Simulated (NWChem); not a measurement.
# the pair BH3O2···BH2F, step by step

Wanted: the energy (singlet B2H5O2F, BLYP-D3(0)/def2-SVPD), then the energy (singlet BH3O2, BLYP-D3(0)/def2-SVPD), then the energy (singlet BH2F, BLYP-D3(0)/def2-SVPD), then the energy (singlet BH3O2, BLYP-D3(0)/def2-SVPD), then the energy (singlet BH2F, BLYP-D3(0)/def2-SVPD) of B2FH5O2 and its partners. 

The results are computed with NWChem 7.3.0.

## 1. The molecule

The species is B2H5O2F (10 atoms), meant as a singlet with charge 0. The two molecules were placed rigidly side by side, at 1 times their contact distance; the pair isn't optimised.

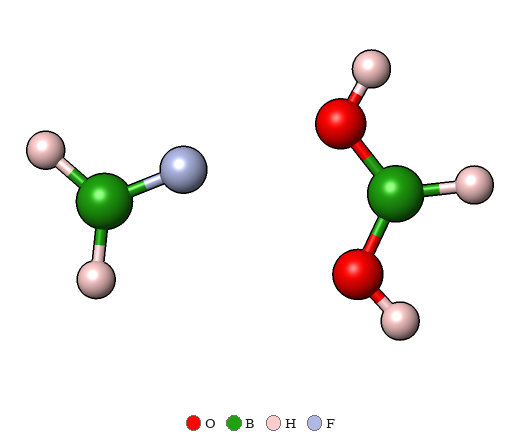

The structure, seen from a chosen angle (oxygen red, boron green, hydrogen pink, fluorine light blue).

## 2. The energy at BLYP-D3(0)/def2-SVPD (run 1)

The input, b2fh5o2.nw:

```
start b2fh5o2
title "B2FH5O2"
memory total 2200 mb

geometry noautosym nocenter noautoz
O    -1.183230   -0.513830   -0.244120
B     0.042470    0.038770   -0.065220
O     0.573570   -0.043130    1.180180
H    -1.501730   -0.422830   -1.142920
H     0.630770    0.576270   -0.968420
H     1.438170    0.364770    1.240480
B    -3.082230   -0.685690    3.332190
F    -2.823450   -0.020720    2.225530
H    -2.318020   -0.568020    4.246520
H    -4.066170   -1.367780    3.356990
end

basis spherical bse
* library def2-SVPD
end

dft
xc becke88 lyp
mult 1
disp vdw 3
grid fine
convergence energy 1e-08
maxiter 100
mulliken
print low
end

task dft energy
```

Command:

```
$ nwchem b2fh5o2.nw > b2fh5o2.out
```

The program printed:

```text
[...]
 d= 0,ls=0.0,diis     1   -302.7115612634 -4.50D+02  1.83D-02  1.17D+00     4.4
[...]
 d= 0,ls=0.0,diis    11   -302.8589123979 -7.23D-10  1.26D-07  5.36D-10    42.7
         Total DFT energy =     -302.858912397883
      One electron energy =     -707.210238216560
           Coulomb energy =      295.033970233965
    Exchange-Corr. energy =      -37.545056323816
 Nuclear repulsion energy =      146.866490974414
    Dispersion correction =       -0.004079065887
[...]
      Total Density - Mulliken Population Analysis
     ---------------------------------------------
    Atom       Charge   Shell Charges
 -----------   ------   -------------------------------------------------------
    1 O    8     8.43   1.99  1.10  0.54  0.28  2.92  1.42  0.17  0.01 -0.00
    2 B    5     4.64   1.98  0.86 -0.19 -0.11  1.67  0.20  0.18  0.07
    3 O    8     8.40   1.99  1.10  0.54  0.26  2.92  1.42  0.16  0.01 -0.01
    4 H    1     0.92   0.73  0.08  0.07  0.04
    5 H    1     0.69   0.78 -0.11  0.01  0.01
    6 H    1     0.93   0.73  0.09  0.07  0.04
    7 B    5     5.49   1.98  0.86  0.46 -0.06  1.51  0.63  0.11 -0.00
    8 F    9     9.33   1.99  1.15  0.70  0.23  3.37  1.74  0.14  0.01  0.01
    9 H    1     0.59   0.78 -0.19  0.01 -0.01
   10 H    1     0.59   0.78 -0.19  0.01 -0.01
[...]
```

Run time: 44 s. Hardware: 1 thread of AMD EPYC 7R43 (Zen 3), shared host; peak memory 0.12 GiB.

## 3. BH3O2: the energy at BLYP-D3(0)/def2-SVPD (run 2)

The input, m1.nw:

```
start m1
memory total 2200 mb

geometry units angstrom noautosym nocenter noautoz
  O    -1.183230   -0.513830   -0.244120
  B     0.042470    0.038770   -0.065220
  O     0.573570   -0.043130    1.180180
  H    -1.501730   -0.422830   -1.142920
  H     0.630770    0.576270   -0.968420
  H     1.438170    0.364770    1.240480
end

basis spherical bse
  * library def2-SVPD
end

dft
  xc becke88 lyp
  disp vdw 3
  grid fine
  convergence energy 1e-08
  maxiter 100
  mulliken
  print low
end

task dft energy
```

Command:

```
$ nwchem m1.nw > m1.out
```

The program printed:

```text
[...]
 d= 0,ls=0.0,diis     1   -176.9541342243 -2.44D+02  2.20D-02  7.75D-01     1.2
[...]
 d= 0,ls=0.0,diis     8   -177.0493796842  3.74D-09  1.28D-06  5.22D-08     7.3
         Total DFT energy =     -177.049379684192
      One electron energy =     -374.041892834639
           Coulomb energy =      152.628689147116
    Exchange-Corr. energy =      -22.339664095969
 Nuclear repulsion energy =       66.705249363035
    Dispersion correction =       -0.001761263736
[...]
      Total Density - Mulliken Population Analysis
     ---------------------------------------------
    Atom       Charge   Shell Charges
 -----------   ------   -------------------------------------------------------
    1 O    8     8.37   1.99  1.10  0.54  0.26  2.92  1.42  0.14  0.01 -0.01
    2 B    5     4.72   1.98  0.86 -0.16 -0.10  1.67  0.22  0.18  0.08
    3 O    8     8.37   1.99  1.10  0.54  0.26  2.92  1.42  0.14  0.01 -0.01
    4 H    1     0.92   0.73  0.08  0.07  0.04
    5 H    1     0.70   0.78 -0.09  0.01  0.00
    6 H    1     0.92   0.73  0.08  0.07  0.04
[...]
```

It took 8.1 s on 1 thread of AMD EPYC 7R43 (Zen 3), shared host; peak memory 0.11 GiB.

## 4. BH2F: a single-point energy at BLYP-D3(0)/def2-SVPD (run 3)

The input, bfh2.nw:

```
start bfh2
memory 2200 mb

geometry noautosym nocenter noautoz
  B       -3.082230      -0.685690       3.332190
  F       -2.823450      -0.020720       2.225530
  H       -2.318020      -0.568020       4.246520
  H       -4.066170      -1.367780       3.356990
end

basis spherical bse
  * library def2-SVPD
end

dft
  xc becke88 lyp
  disp vdw 3
  grid fine
  convergence energy 1e-08
  maxiter 100
  mulliken
  noprint "final vectors analysis"
end

task dft energy
```

Command:

```
$ nwchem bfh2.nw > bfh2.out
```

The program printed:

```text
[...]
          Wavefunction type:  closed shell.
          No. of atoms     :     4
          No. of electrons :    16
[...]
          Charge           :     0
          Spin multiplicity:     1
[...]
          AO basis - number of functions:    59
[...]
              XC Information
              --------------
                    Becke 1988 Exchange Functional  1.000
              Lee-Yang-Parr Correlation Functional  1.000
[...]
 d= 0,ls=0.0,diis     1   -125.7596189856 -1.53D+02  2.54D-02  3.69D-01     0.4
[...]
 d= 0,ls=0.0,diis     8   -125.8091260971  2.83D-10  5.49D-07  5.17D-09     2.4
         Total DFT energy =     -125.809126097072
      One electron energy =     -226.874163194336
           Coulomb energy =       89.095636598215
    Exchange-Corr. energy =      -15.205476323884
 Nuclear repulsion energy =       27.175829688814
    Dispersion correction =       -0.000952865880
[...]
      Total Density - Mulliken Population Analysis
     ---------------------------------------------
    Atom       Charge   Shell Charges
 -----------   ------   -------------------------------------------------------
    1 B    5     5.48   1.98  0.86  0.51 -0.04  1.50  0.55  0.11  0.01
    2 F    9     9.26   1.99  1.15  0.69  0.20  3.37  1.74  0.10  0.01  0.01
    3 H    1     0.63   0.78 -0.15  0.01 -0.01
    4 H    1     0.63   0.78 -0.15  0.01 -0.01
[...]
```

Wall time 3 s (1 thread of AMD EPYC 7R43 (Zen 3), shared host); peak memory 0.11 GiB.

## 5. BH3O2 among ghost functions: the energy at BLYP-D3(0)/def2-SVPD (with ghost functions) (run 4)

The input, bh3o2.nw:

```
start bh3o2
title "BH3O2"
memory stack 880 mb heap 220 mb global 1100 mb

geometry units angstroms noautosym nocenter noautoz
   O     -1.183230    -0.513830    -0.244120
   B      0.042470     0.038770    -0.065220
   O      0.573570    -0.043130     1.180180
   H     -1.501730    -0.422830    -1.142920
   H      0.630770     0.576270    -0.968420
   H      1.438170     0.364770     1.240480
   bqB     -3.082230    -0.685690     3.332190
   bqF     -2.823450    -0.020720     2.225530
   bqH     -2.318020    -0.568020     4.246520
   bqH     -4.066170    -1.367780     3.356990
end

basis spherical bse
   O library def2-SVPD
   B library def2-SVPD
   H library def2-SVPD
   bqB library B def2-SVPD
   bqF library F def2-SVPD
   bqH library H def2-SVPD
end

dft
   xc becke88 lyp
   disp vdw 3
   grid fine
   convergence energy 1e-08
   maxiter 100
   mulliken
   print low
end

task dft energy
```

Command:

```
$ nwchem bh3o2.nw > bh3o2.out
```

The program printed:

```text
[...]
 d= 0,ls=0.0,diis     1   -176.9544047290 -2.44D+02  1.47D-02  7.76D-01     4.2
[...]
 d= 0,ls=0.0,diis    10   -177.0496520075 -2.58D-10  4.77D-08  5.79D-11    37.3
         Total DFT energy =     -177.049652007532
      One electron energy =     -374.042207316259
           Coulomb energy =      152.628597295783
    Exchange-Corr. energy =      -22.339530086355
 Nuclear repulsion energy =       66.705249363035
    Dispersion correction =       -0.001761263736
[...]
      Total Density - Mulliken Population Analysis
     ---------------------------------------------
    Atom       Charge   Shell Charges
 -----------   ------   -------------------------------------------------------
    1 O    8     8.44   1.99  1.10  0.54  0.29  2.92  1.42  0.18  0.01 -0.01
    2 B    5     4.64   1.98  0.86 -0.19 -0.12  1.67  0.20  0.18  0.07
    3 O    8     8.40   1.99  1.10  0.54  0.27  2.92  1.41  0.17  0.01 -0.01
    4 H    1     0.92   0.73  0.08  0.07  0.04
    5 H    1     0.69   0.78 -0.11  0.01  0.01
    6 H    1     0.93   0.73  0.09  0.07  0.04
    7 X    0    -0.01  -0.00  0.00 -0.01  0.00  0.00 -0.00 -0.00 -0.00
    8 X    0     0.01  -0.00  0.00 -0.00  0.02 -0.00 -0.00 -0.01 -0.00  0.00
    9 X    0    -0.00   0.00  0.00  0.00 -0.00
   10 X    0     0.00  -0.00  0.00 -0.00  0.00
[...]
```

Wall time 38 s (1 thread of AMD EPYC 7R43 (Zen 3), shared host); peak memory 0.12 GiB.

## 6. BH2F among ghost functions: the energy at BLYP-D3(0)/def2-SVPD (with ghost functions) (run 5)

The input, bfh2.nw:

```
start bfh2
title "BFH2 BLYP"
memory total 2200 mb

geometry units atomic noautosym nocenter noautoz
B     -5.82457055    -1.29576631     6.29692650
F     -5.33554723    -0.03915513     4.20564218
H     -4.38042295    -1.07340223     8.02475978
H     -7.68394768    -2.58472960     6.34379170
bqO     -2.235981    -0.970998    -0.461320
bqB      0.080257     0.073265    -0.123248
bqO      1.083890    -0.081504     2.230217
bqH     -2.837858    -0.799033    -2.159806
bqH      1.191983     1.088992    -1.830049
bqH      2.717747     0.689315     2.344167
end

basis spherical bse
B library def2-SVPD
F library def2-SVPD
H library def2-SVPD
bqO library O def2-SVPD
bqB library B def2-SVPD
bqH library H def2-SVPD
end

dft
xc becke88 lyp
mult 1
disp vdw 3
grid fine
convergence energy 1e-08
maxiter 100
mulliken
noprint "final vectors analysis"
end

task dft energy
```

Command:

```
$ nwchem bfh2.nw > bfh2.out
```

The program printed:

```text
[...]
          Wavefunction type:  closed shell.
          No. of atoms     :    10
          No. of electrons :    16
[...]
          Charge           :     0
          Spin multiplicity:     1
[...]
          AO basis - number of functions:   149
[...]
              XC Information
              --------------
                    Becke 1988 Exchange Functional  1.000
              Lee-Yang-Parr Correlation Functional  1.000
[...]
 d= 0,ls=0.0,diis     1   -125.7599264477 -1.53D+02  1.14D-02  3.71D-01     3.8
[...]
 d= 0,ls=0.0,diis     8   -125.8095411099  2.10D-10  2.12D-07  4.43D-09    29.0
         Total DFT energy =     -125.809541109929
      One electron energy =     -226.873534136808
           Coulomb energy =       89.093976324143
    Exchange-Corr. energy =      -15.204858138112
 Nuclear repulsion energy =       27.175827707062
    Dispersion correction =       -0.000952866214
[...]
      Total Density - Mulliken Population Analysis
     ---------------------------------------------
    Atom       Charge   Shell Charges
 -----------   ------   -------------------------------------------------------
    1 B    5     5.50   1.98  0.86  0.47 -0.06  1.50  0.63  0.11 -0.00
    2 F    9     9.34   1.99  1.15  0.70  0.22  3.37  1.74  0.15  0.01  0.01
    3 H    1     0.59   0.78 -0.19  0.01 -0.01
    4 H    1     0.58   0.78 -0.19  0.01 -0.01
    5 X    0    -0.01   0.00 -0.00 -0.00 -0.00 -0.00  0.00 -0.00 -0.00  0.00
    6 X    0     0.00   0.00 -0.00 -0.00  0.00 -0.00  0.00 -0.00  0.00
    7 X    0    -0.00  -0.00  0.00 -0.00 -0.00  0.00 -0.00 -0.00 -0.00  0.00
    8 X    0     0.00   0.00  0.00  0.00  0.00
    9 X    0     0.00  -0.00  0.00 -0.00  0.00
   10 X    0     0.00  -0.00  0.00 -0.00  0.00
[...]
```

Run time: 30 s. Hardware: 1 thread of AMD EPYC 7R43 (Zen 3), shared host; peak memory 0.12 GiB.

## 7. Outcome

```
                                                                                                                 quantity          value
                                                                                run 1, BLYP-D3(0)/def2-SVPD: total energy  -302.85891 Eh
                                                                           run 1, BLYP-D3(0)/def2-SVPD: dispersion energy  -10.71 kJ/mol
                                                                                                      BH3O2: total energy  -177.04938 Eh
                                                                                                 BH3O2: dispersion energy   -4.62 kJ/mol
                                                                                                       BH2F: total energy  -125.80913 Eh
                                                                                                      BH2F: dipole moment         0.67 D
                                                                                                  BH2F: dispersion energy   -2.50 kJ/mol
                                                                                BH3O2 among ghost functions: total energy  -177.04965 Eh
                                                                           BH3O2 among ghost functions: dispersion energy   -4.62 kJ/mol
                                                                                 BH2F among ghost functions: total energy  -125.80954 Eh
                                                                                BH2F among ghost functions: dipole moment         0.67 D
                                                                            BH2F among ghost functions: dispersion energy   -2.50 kJ/mol
              interaction energy of the rigid parts BH3O2 and BH2F (parts in their own basis; closest atoms 3.01 Å apart)      -0.011 eV
interaction energy of the rigid parts BH3O2 and BH2F (parts in the whole basis, counterpoise; closest atoms 3.01 Å apart)       0.008 eV
```

The interaction energy of the rigid parts BH3O2 and BH2F (parts in their own basis; closest atoms 3.01 Å apart) is −0.01 eV (−0.3 kcal/mol). Without counterpoise this holds the superposition error of the basis. The interaction energy of the rigid parts BH3O2 and BH2F (parts in the whole basis, counterpoise; closest atoms 3.01 Å apart) is 0.01 eV (0.2 kcal/mol). The basis-set superposition error is 1.8 kJ/mol. It is larger than the uncorrected attraction, which is thus an artefact of the basis. Mulliken charges (BH3O2) run from -0.37 on O1 to +0.30 on H5; in a basis this large or diffuse they mean little. Mulliken charges (BH2F) run from -0.48 on B1 to +0.37 on H3; in a basis this large or diffuse they mean little.
